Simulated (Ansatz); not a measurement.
CHNP (SMILES [C]#[N+][PH-]) (doublet)

```yaml
atoms:
  - { symbol: C, position_ang: [-1.0141, -2.3790, 2.2833] }
  - { symbol: N, position_ang: [-1.5075, -1.9927, 1.2773] }
  - { symbol: P, position_ang: [-2.3858, -1.4562, -0.0690] }
  - { symbol: H, position_ang: [-1.2291, -1.2782, -0.8969] }
```

Geometry: PBE0-D3(BJ)/def2-SVP.

Theory: isolated molecule in a Gaussian basis; Kohn-Sham density functional theory, functional PBE0 (Ansatz).

### Predict the electron density, electron localisation function and spin density between the atoms.

C–N (1.19 Å): the density is about 3.4 e/Å³ at the midpoint; the ELF peaks at about 0.85 between the atoms (a short, multiple covalent bond).
P–N (1.69 Å): the density is about 1.3 e/Å³ at the midpoint; the ELF peaks at about 0.90 between the atoms: a polar covalent bond.
P–H (1.43 Å): ρ is about 1.1 e/Å³ halfway; the ELF climbs to about 1 towards the hydrogen, as it does in any bond to H.
The unpaired spin (1 electron) lies mostly on P3 (about 0.8) and C1 (about 0.1), in electrons by Hirshfeld's partition.

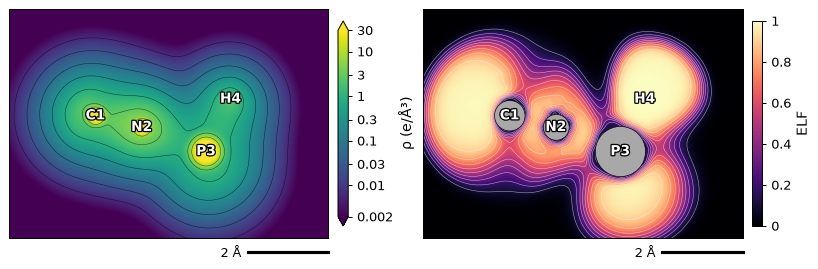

Computed electron density and electron localisation function on the molecular plane, in this order. Grey discs cover the atomic cores in the ELF map. 
